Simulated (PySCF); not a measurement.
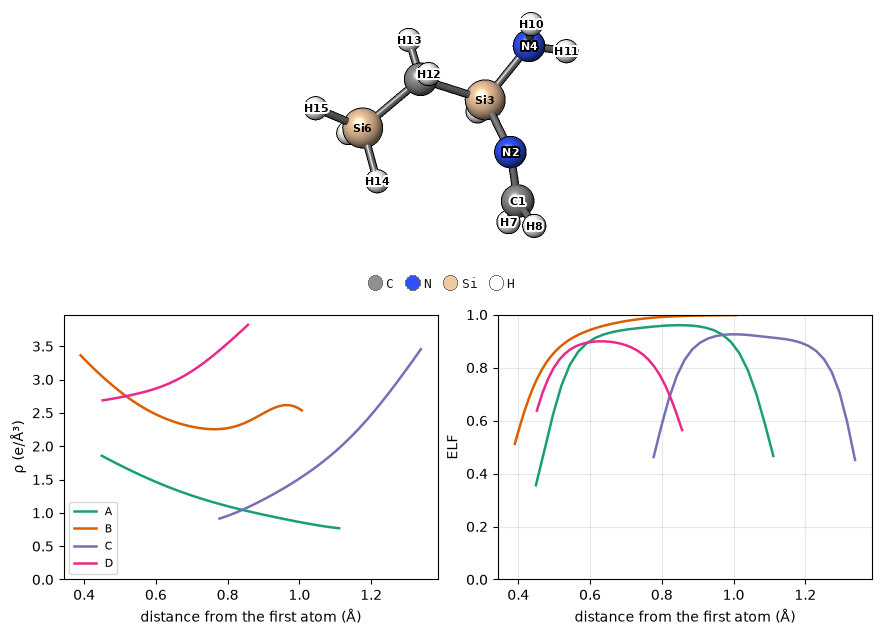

C2H10N2Si2. Electron density and electron localisation function along straight lines between neighbouring atoms. The curves leave out the atomic cores. The structure is drawn too.

Geometry: GFN2-xTB.

Theory: CAM-B3LYP/def2-SVPD, SCF density, gas phase (PySCF).

```xyz
16

C     2.3622   -0.5115    1.0230
N     1.4517    0.3166    0.8292
Si    0.3615    0.6203   -0.4846
N     0.3892    2.2966   -0.8999
C    -1.3524    0.2064    0.2103
Si   -1.6984   -1.6403    0.4222
H     2.6743   -1.2795    0.3079
H     2.9069   -0.4960    1.9655
H     0.6530   -0.0781   -1.7416
H    -0.0528    2.9457   -0.2691
H     1.2562    2.6906   -1.2270
H    -1.4739    0.7005    1.1737
H    -2.0970    0.6405   -0.4547
H    -0.7129   -2.2485    1.3216
H    -3.0376   -1.8283    0.9925
H    -1.6377   -2.3261   -0.8719
```

Which curve belongs to which contact (C–N, C–Si, N–H and Si–N)? The first atom named is at distance zero.

Curve A: C–Si (1.89 Å): the density is about 0.92 e/Å³ at the midpoint; the ELF peaks at about 0.95 between the atoms (localised, covalent bonding). Curve B: N–H (1.01 Å): the density is about 2.8 e/Å³ at the midpoint; the ELF climbs to about 1 towards the hydrogen, as it does in any bond to H: a covalent bond by its length. Curve C: Si–N (1.73 Å): the density is about 1.1 e/Å³ at the midpoint; the ELF peaks at about 0.95 between the atoms (a polar covalent bond). Curve D: C–N (1.25 Å): ρ at the midpoint is about 2.9 e/Å³; the ELF peaks at about 0.90 between the atoms: a short, multiple covalent bond.
